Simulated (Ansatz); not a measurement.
# C₂H₂GeN₂: how energies converge with the basis set

How large a basis does C₂H₂GeN₂ need? Two functionals are run in growing sets.

Program: Ansatz 0.2.0, Gaussian basis. Level of theory: one geometry, several basis sets. These are calculated values, not measurements.

The runs, in order: PBE0-D4/def2-SVP; ωB97M-V/def2-SVP; PBE0-D4/def2-QZVPP; ωB97M-V/def2-QZVPP; the functionals' def2-TZVPP values are taken from earlier runs.

## Step 1: Structure used throughout

All runs share one geometry, relaxed beforehand with PBE0-D4 in a triple-zeta def2 set.

SMILES `N#[C][GeH2][C]#N`, 7 atoms, charge 0, spin multiplicity 1.

Atoms are counted from 1 here; the program's logs count them from 0.

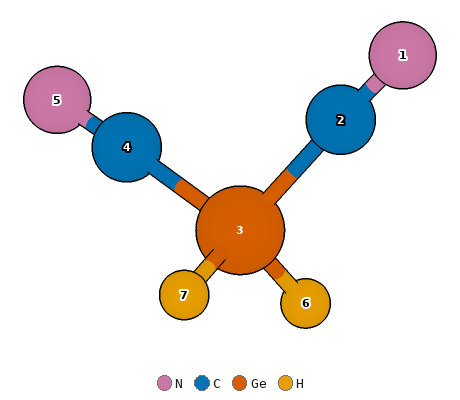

The geometry (nitrogen pink, carbon blue, germanium orange, hydrogen amber); atoms are numbered from 1 in the order of the file.

## Step 2: PBE0-D4 in def2-SVP

Contents of in.yaml:

```yaml
crystal:
  periodic: [false, false, false]
  atoms:
    - {symbol: N, position_ang: [0.595612, -2.373777, 1.261022]}
    - {symbol: C, position_ang: [0.474653, -1.307418, 0.846035]}
    - {symbol: Ge, position_ang: [0.312214, 0.484581, 0.193175]}
    - {symbol: C, position_ang: [-0.989112, 0.421527, -1.209125]}
    - {symbol: N, position_ang: [-1.767358, 0.417272, -2.056641]}
    - {symbol: H, position_ang: [-0.213525, 1.371653, 1.313895]}
    - {symbol: H, position_ang: [1.648815, 0.918262, -0.393961]}
basis:
  gaussian: {orbitals: def2-SVP}
hamiltonian: {xc: pbe0, dispersion: d4}
output: {orbitals: {seedname: orbitals}}
```

Run with:

```
ansatz run in.yaml --threads 4 --pin off --events-out ev --progress --plain --max-ram 10444MiB
```

After this run come: ωB97M-V in def2-SVP; PBE0-D4 in def2-QZVPP; ωB97M-V in def2-QZVPP.

**Question.** What will the summary of the whole plan be? Wanted: PBE0-D4: double and triple zeta above quadruple; ωB97M-V: double and triple zeta above quadruple.

The runs gave:

| quantity | value |
| --- | --- |
| PBE0-D4: double and triple zeta above quadruple | 14.43, 1.47 eV |
| ωB97M-V: double and triple zeta above quadruple | 14.55, 1.42 eV |

In words: PBE0-D4 gains 12.96 eV from double to triple zeta, then 1.47 eV more. These are total energies; as a rule much of such shifts cancels in differences, which this series doesn't test.
